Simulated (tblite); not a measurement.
## Run report: C$_{4}$H$_{15}$NSi$_{3}$, geometry relaxation (part 1 of 2)

- system: C$_{4}$H$_{15}$NSi$_{3}$
- method: GFN2-xTB geometry optimisation, gas phase (tblite 0.8.0)

It belongs to a series of runs on one base structure; here: H on Si replaced by allyl.

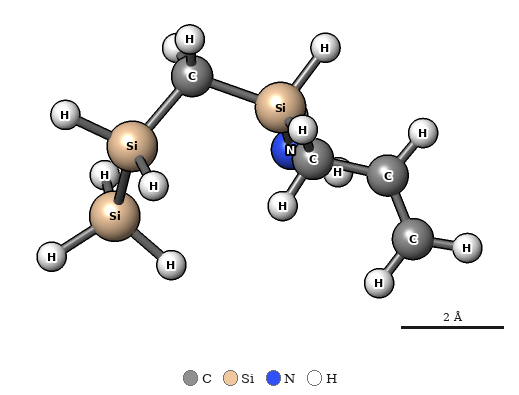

The input geometry (ball-and-stick view, seen at a tilt). Bond lengths as drawn: C–C 1.34 to 1.50 Å, C–H 1.08 to 1.10 Å, C–Si 1.84 to 1.90 Å, H–N 1.02 Å, H–Si 1.47 to 1.50 Å, N–Si 1.69 Å and Si–Si 2.30 Å.

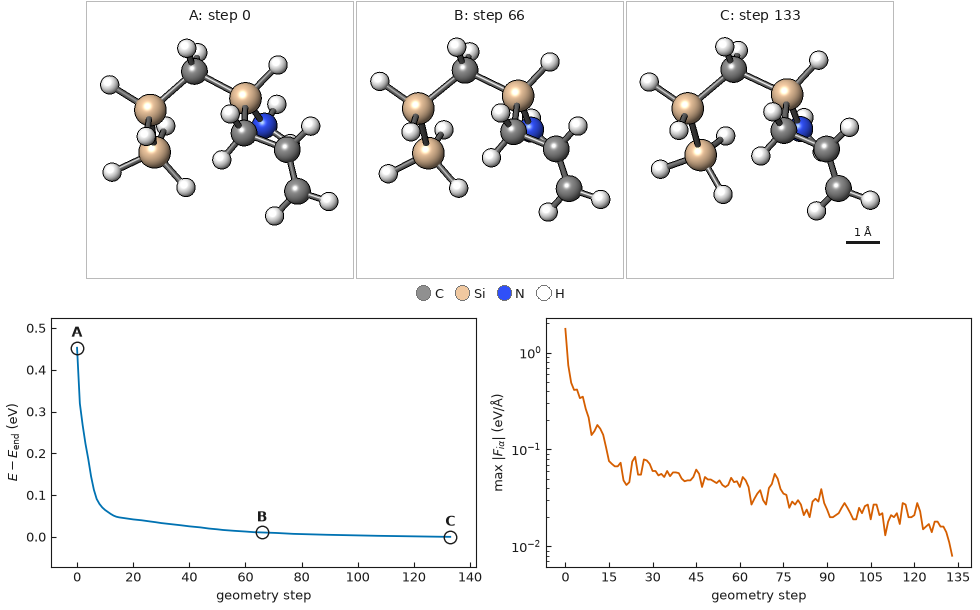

Frames of the relaxation (ball-and-stick view, seen at a tilt) above the curves, on which the letters mark them (steps are counted from 0).

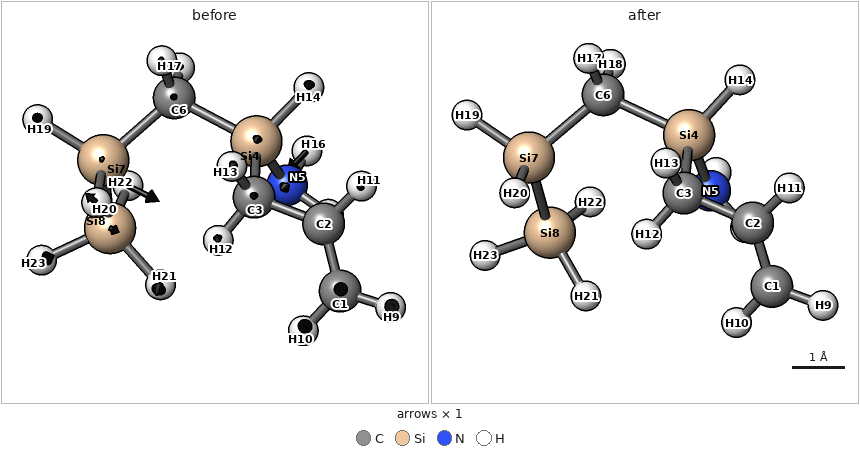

Before (left) and after (right) the relaxation, at one scale (ball-and-stick view, seen at a tilt). The black arrows give the displacements, at true length. The energy falls by 0.453 eV in 133 geometry steps. The largest force component goes from 1.8 to 0.008 eV/Å. H22 moves most after the best rigid fit: 0.73 Å. Largest moves by element: H 0.73 Å, C 0.39 Å, N 0.25 Å, Si 0.23 Å. Among the contacts that change: C6–Si7 1.838 → 1.905 Å, Si4–C6 1.849 → 1.897 Å, Si4–N5 1.690 → 1.724 Å, Si8–H22 1.491 → 1.469 Å. Among the angles that change: N5–Si4–H14 103.4° → 115.4°, Si4–N5–H16 109.0° → 119.9°, Si4–N5–H15 109.1° → 118.0°. (Atoms are counted from 1 in the order of the input.)

The input and output of the run follow.

## Input file
```
{"job": {"kind": "relax", "xc": "GFN2-xTB", "basis": "xTB"}, "charge": 0, "multiplicity": 1}
C      3.238300    -1.186100    -1.459100
C      2.871900    -0.236800    -0.583300
C      1.640500    -0.309100     0.276800
Si     0.398400     1.090500    -0.044100
N     -0.158500     1.078300    -1.639800
C     -1.012300     1.168600     1.149100
Si    -1.924300    -0.425600     1.215400
Si    -3.155900    -0.871700    -0.672100
H      4.152400    -1.095300    -2.030400
H      2.614300    -2.065300    -1.626300
H      3.531800     0.613500    -0.432700
H      1.125100    -1.271900     0.129000
H      1.931700    -0.268800     1.335800
H      1.137200     2.362500     0.048800
H      0.625700     0.896700    -2.266500
H     -0.476000     2.015900    -1.889000
H     -0.619000     1.405800     2.153000
H     -1.685200     1.983700     0.887300
H     -2.866400    -0.345600     2.376000
H     -0.998000    -1.551500     1.548900
H     -2.314700    -1.372700    -1.783100
H     -3.905000     0.340900    -1.111300
H     -4.156700    -1.929000    -0.364900
```

The first line tells a small driver script what to run in tblite; the rest is the geometry in Å.

Command:
```bash
OMP_NUM_THREADS=1 python <driver script> task.json out
```

## The program's output
```
step      E/eV     max force
  0    -660.24882    1.892
  1    -660.38229    0.864
  2    -660.43418    0.714
  3    -660.47850    0.627
  4    -660.51529    0.479
  5    -660.55678    0.435
  6    -660.58882    0.424
  7    -660.61099    0.308
  8    -660.62288    0.249
  9    -660.63125    0.191
 10    -660.63733    0.158
 11    -660.64210    0.179
 12    -660.64672    0.174
 13    -660.65065    0.163
 14    -660.65339    0.115
 15    -660.65494    0.096
 16    -660.65592    0.098
 17    -660.65688    0.085
 18    -660.65797    0.076
 19    -660.65901    0.089
 20    -660.65982    0.068
 21    -660.66043    0.055
 22    -660.66106    0.061
 23    -660.66189    0.077
 24    -660.66288    0.090
 25    -660.66387    0.074
 26    -660.66472    0.070
 27    -660.66553    0.080
 28    -660.66650    0.096
 29    -660.66761    0.098
 30    -660.66857    0.083
 31    -660.66930    0.060
 32    -660.66989    0.056
 33    -660.67059    0.060
 34    -660.67139    0.061
 35    -660.67219    0.063
 36    -660.67299    0.068
 37    -660.67385    0.077
 38    -660.67476    0.064
 39    -660.67565    0.068
 40    -660.67639    0.061
 41    -660.67698    0.060
 42    -660.67753    0.054
 43    -660.67816    0.055
 44    -660.67896    0.073
 45    -660.67994    0.082
 46    -660.68092    0.067
 47    -660.68170    0.049
 48    -660.68229    0.061
 49    -660.68288    0.066
 50    -660.68356    0.060
 51    -660.68439    0.054
 52    -660.68512    0.052
 53    -660.68566    0.053
 54    -660.68619    0.045
 55    -660.68668    0.047
 56    -660.68713    0.046
 57    -660.68752    0.055
 58    -660.68791    0.055
 59    -660.68834    0.056
 60    -660.68885    0.054
 61    -660.68944    0.062
 62    -660.68999    0.069
 63    -660.69036    0.050
 64    -660.69058    0.032
 65    -660.69080    0.040
 66    -660.69104    0.049
 67    -660.69131    0.050
 68    -660.69149    0.032
 69    -660.69168    0.032
 70    -660.69192    0.047
 71    -660.69226    0.059
 72    -660.69266    0.064
 73    -660.69303    0.051
 74    -660.69339    0.048
 75    -660.69377    0.044
 76    -660.69413    0.041
 77    -660.69441    0.030
 78    -660.69461    0.032
 79    -660.69481    0.030
 80    -660.69509    0.043
 81    -660.69538    0.041
 82    -660.69559    0.024
 83    -660.69570    0.026
 84    -660.69580    0.022
 85    -660.69595    0.033
 86    -660.69614    0.035
 87    -660.69634    0.035
 88    -660.69649    0.046
 89    -660.69661    0.033
 90    -660.69673    0.030
 91    -660.69686    0.024
 92    -660.69696    0.029
 93    -660.69705    0.024
 94    -660.69715    0.023
 95    -660.69728    0.025
 96    -660.69744    0.028
 97    -660.69760    0.034
 98    -660.69776    0.030
 99    -660.69791    0.026
100    -660.69804    0.025
101    -660.69818    0.034
102    -660.69833    0.033
103    -660.69852    0.028
104    -660.69871    0.028
105    -660.69886    0.024
106    -660.69897    0.033
107    -660.69908    0.032
108    -660.69919    0.024
109    -660.69929    0.024
110    -660.69937    0.021
111    -660.69945    0.020
112    -660.69953    0.026
113    -660.69963    0.029
114    -660.69974    0.026
115    -660.69986    0.022
116    -660.69999    0.035
117    -660.70012    0.034
118    -660.70024    0.024
119    -660.70037    0.023
120    -660.70052    0.027
121    -660.70069    0.032
122    -660.70084    0.026
123    -660.70095    0.018
124    -660.70102    0.016
125    -660.70108    0.017
126    -660.70116    0.019
127    -660.70125    0.022
128    -660.70133    0.024
129    -660.70141    0.017
130    -660.70146    0.017
131    -660.70149    0.014
132    -660.70152    0.011
133    -660.70154    0.009
```

## Trajectory as extended XYZ (Å, eV, eV/Å), 10 of the 134 frames kept, from step=0 to step=133
```
23
Properties=species:S:1:pos:R:3:forces:R:3 step=0 energy=-660.24882
C     3.2383   -1.1861   -1.4591   -0.5420   0.6690   0.6650
C     2.8719   -0.2368   -0.5833    0.0680  -0.9920  -0.3390
C     1.6405   -0.3091    0.2768    0.1800  -0.3670  -0.0870
Si    0.3984    1.0905   -0.0441    1.4750   0.6160   0.8750
N    -0.1585    1.0783   -1.6398   -0.0090   0.3990  -1.7610
C    -1.0123    1.1686    1.1491    0.1660   0.9560   0.9720
Si   -1.9243   -0.4256    1.2154   -1.0380  -1.5130   0.4620
Si   -3.1559   -0.8717   -0.6721   -0.1190  -0.0250  -0.1990
H     4.1524   -1.0953   -2.0304   -0.2190  -0.0910   0.0470
H     2.6143   -2.0653   -1.6263    0.3250   0.3470   0.0210
H     3.5318    0.6135   -0.4327   -0.2610  -0.0540   0.0370
H     1.1251   -1.2719    0.1290    0.3120   0.2460  -0.0300
H     1.9317   -0.2688    1.3358    0.0020   0.0240  -0.2790
H     1.1372    2.3625    0.0488    0.3050   0.2210   0.3970
H     0.6257    0.8967   -2.2665   -0.4600  -0.1950  -0.0790
H    -0.4760    2.0159   -1.8890   -0.2480  -0.4970  -0.1470
H    -0.6190    1.4058    2.1530   -0.1340  -0.0170  -0.3960
H    -1.6852    1.9837    0.8873    0.0460  -0.0110  -0.0110
H    -2.8664   -0.3456    2.3760    0.2590  -0.0370  -0.1310
H    -0.9980   -1.5515    1.5489   -0.1820   0.3220   0.0080
H    -2.3147   -1.3727   -1.7831   -0.2830   0.1310   0.1440
H    -3.9050    0.3409   -1.1113    0.1710  -0.4010   0.0000
H    -4.1567   -1.9290   -0.3649    0.1860   0.2670  -0.1660
23
Properties=species:S:1:pos:R:3:forces:R:3 step=15 energy=-660.65494
C     3.2148   -1.1662   -1.4551   -0.0050  -0.0140   0.0010
C     2.8707   -0.2544   -0.5633   -0.0120   0.0100  -0.0040
C     1.6462   -0.2932    0.2741   -0.0050   0.0000   0.0030
Si    0.5126    1.2111   -0.0256    0.0430   0.0560   0.0210
N    -0.0606    1.1384   -1.6510   -0.0400  -0.0760   0.0440
C    -0.9757    1.1646    1.1566    0.0220   0.0070  -0.0230
Si   -1.9617   -0.4620    1.2517    0.0150  -0.0330   0.0600
Si   -3.1606   -0.8841   -0.6691    0.0030   0.0020  -0.0210
H     4.1140   -1.0834   -2.0422   -0.0070   0.0050  -0.0090
H     2.6167   -2.0468   -1.6232   -0.0310   0.0030  -0.0210
H     3.5041    0.6112   -0.4135   -0.0030   0.0090   0.0170
H     1.1011   -1.2210    0.1055    0.0250  -0.0110  -0.0460
H     1.9388   -0.2785    1.3254   -0.0020   0.0150   0.0050
H     1.3043    2.4331    0.2554   -0.0110  -0.0100   0.0180
H     0.5497    0.7930   -2.3736    0.0100   0.0150   0.0280
H    -0.6288    1.8903   -2.0057    0.0010  -0.0480   0.0060
H    -0.6154    1.4088    2.1566   -0.0300   0.0180  -0.0390
H    -1.6567    1.9678    0.8746    0.0130   0.0070   0.0370
H    -2.8477   -0.3706    2.4333    0.0110   0.0390  -0.0370
H    -1.0306   -1.5462    1.6137   -0.0040   0.0090  -0.0190
H    -2.3641   -1.3548   -1.8014    0.0480  -0.0200  -0.0250
H    -3.8966    0.2855   -1.1610   -0.0140   0.0410  -0.0020
H    -4.1789   -1.9158   -0.4448   -0.0250  -0.0240   0.0070
23
Properties=species:S:1:pos:R:3:forces:R:3 step=30 energy=-660.66857
C     3.1926   -1.1415   -1.4772   -0.0080  -0.0260  -0.0130
C     2.8762   -0.2426   -0.5627    0.0150  -0.0050  -0.0040
C     1.6547   -0.2905    0.2768    0.0020  -0.0010   0.0220
Si    0.5286    1.2211    0.0056   -0.0300   0.0040   0.0090
N    -0.0625    1.0637   -1.6045   -0.0570   0.0050  -0.0600
C    -0.9711    1.1790    1.1662    0.0010   0.0550   0.0270
Si   -1.9549   -0.4471    1.2420   -0.0070   0.0070  -0.0190
Si   -3.1379   -0.8826   -0.6860   -0.0310   0.0000  -0.0410
H     4.0881   -1.0786   -2.0711    0.0110   0.0440  -0.0160
H     2.5647   -1.9977   -1.6574   -0.0310  -0.0380  -0.0300
H     3.5256    0.6066   -0.3960    0.0190   0.0240   0.0300
H     1.1050   -1.2080    0.0698    0.0040  -0.0020   0.0200
H     1.9439   -0.3085    1.3278    0.0200  -0.0090   0.0250
H     1.3110    2.4483    0.2729    0.0110   0.0130  -0.0010
H     0.5790    0.7680   -2.3220    0.0030   0.0030  -0.0140
H    -0.7038    1.7472   -1.9746    0.0240  -0.0380   0.0240
H    -0.6359    1.4279    2.1727    0.0260  -0.0100  -0.0050
H    -1.6530    1.9799    0.8817    0.0150   0.0190  -0.0280
H    -2.8496   -0.3079    2.4054   -0.0430  -0.0330   0.0420
H    -1.0328   -1.5338    1.6023    0.0180  -0.0300   0.0390
H    -2.3308   -1.3635   -1.8100    0.0020   0.0110   0.0110
H    -3.8712    0.2934   -1.1737    0.0180   0.0080  -0.0220
H    -4.1706   -1.9058   -0.4705    0.0200   0.0000   0.0050
```
